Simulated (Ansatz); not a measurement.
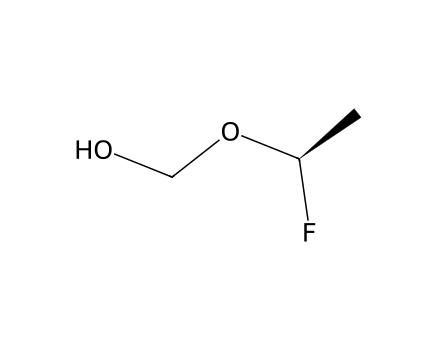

(Drawn from a calculation with Ansatz.)

2D structure.

Q: Write the SMILES.

A: C[C@@H](F)OCO

Q: Give the formula, hydrogens included.

A: C3H7FO2.

Q: An optimisation with PBE-D4/def2-SVP gave a structure of which point group?

A: C1.
